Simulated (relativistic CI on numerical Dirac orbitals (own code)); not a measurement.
Run report: Ti³⁺, relativistic CI calculation

System: Ti³⁺.
Method: Dirac-Coulomb-Breit CI, KLI orbitals optimised for each configuration, model QED (radiative potential, 1s self-energy scaled to tabulated hydrogen-like ionisation energies), valence Slater integrals scaled by 0.8, one configuration in a parametric crystal field (relativistic CI on numerical Dirac orbitals, in-house).

Key numbers:

```
       quantity                      value
        outcome                  converged
levels computed                          5
       hardware  1 CPU thread, shared host
```

The input:
```
atom Ti  Z=22  charge=3  electrons=19
nucleus A=48  rms_radius_fm=3.5921
hamiltonian dirac-coulomb  breit=on  qed=on  c_scale=1
orbitals kli  potential=per-configuration
slater_scale 0.8
correlation none
mixing on
configurations
  [Ar] 3d
end
crystal_field D3d 10Dq=20450 Dsigma=-110 Dtau=-320
```

The program writes its results to a structured record and prints no log; tables and figures of this report are taken from that record.

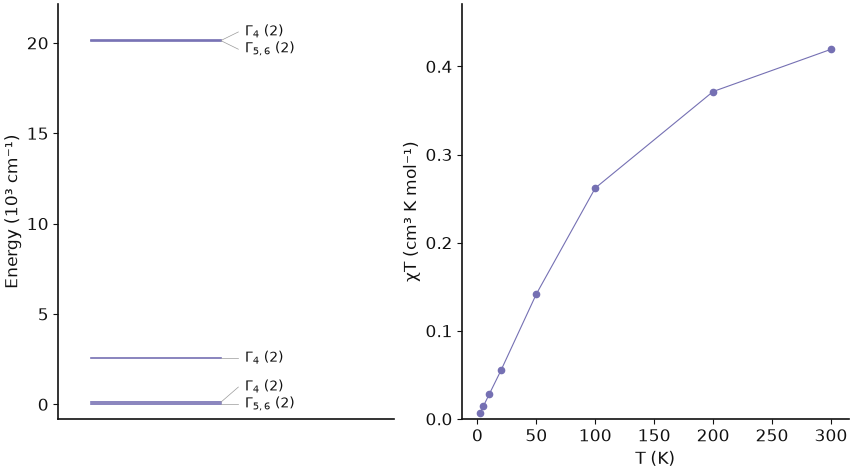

Fig. 1: Ti³⁺ (3d) in a field of D3d symmetry with 10Dq = 20,450, Dσ = −110, Dτ = −320 cm⁻¹. Labels give the double-group representation and, in brackets, the degeneracy; the lowest 5 of 5 levels are drawn. One open-shell configuration in a parametric field without covalency; powder susceptibility by Van Vleck's formula. The ground level is Γ₅,₆, a Kramers doublet, with total spin S = 0.50 (from expectation values); its principal g values, for an effective spin of 1/2, are 0.00, 0.00 and 0.15. The next level lies at 124 cm⁻¹ (Γ₄). The field lowers the ground state by 8,380 cm⁻¹ against the free ion. χT is 0.00613 cm³ K mol⁻¹ at 2 K, 0.142 at 50 K and 0.419 at 300 K, an effective moment of 1.83 μB at room temperature.
